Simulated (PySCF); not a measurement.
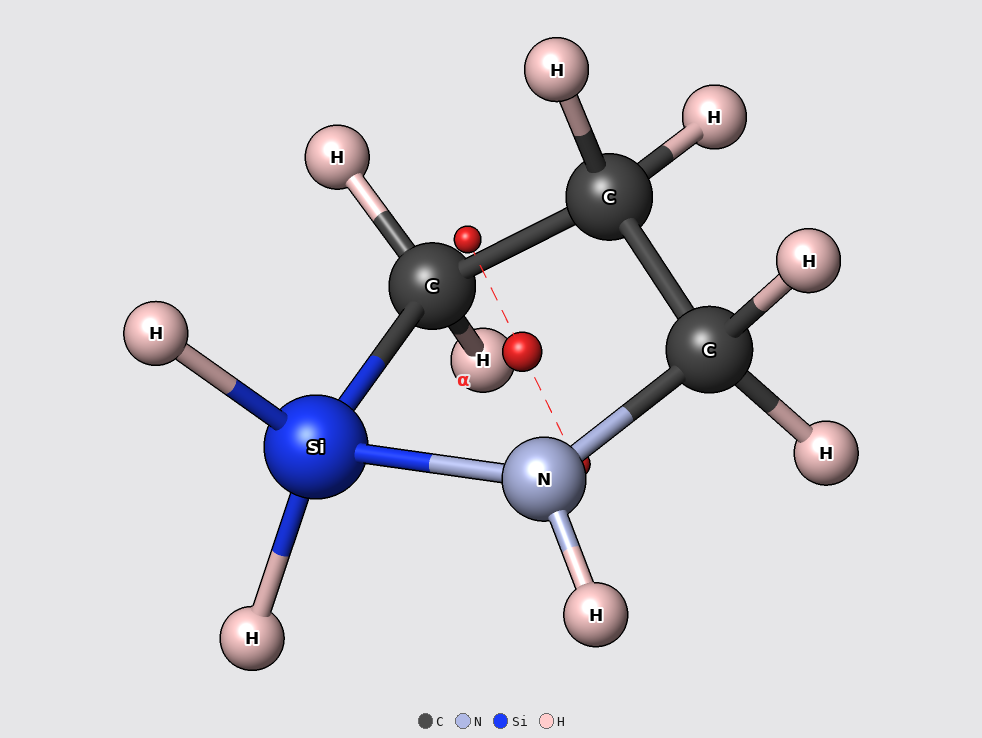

The small points mark where nucleus-independent chemical shifts (NICS) were computed: at the centre of each lettered ring and 1 Å above and below it. Geometry: a frame of a GFN2-xTB molecular-dynamics simulation, not a minimum. Level of theory: GIAO PBE0/pcSseg-1 NMR shielding, non-relativistic, gas phase (PySCF 2.14.0).

Give NICS(0), NICS(1) and the out-of-plane component NICS(1)zz for each ring (means of the two sides).

```csv
ring,members,NICS(0),NICS(1),NICS(1)zz
α,C3NSi,−5.8,−3.4,−4.5
```

Values in ppm.

Question: What do the values say about the ring currents?

Answer: Ring α: weak, as in a non-aromatic ring. NICS is one index among several.
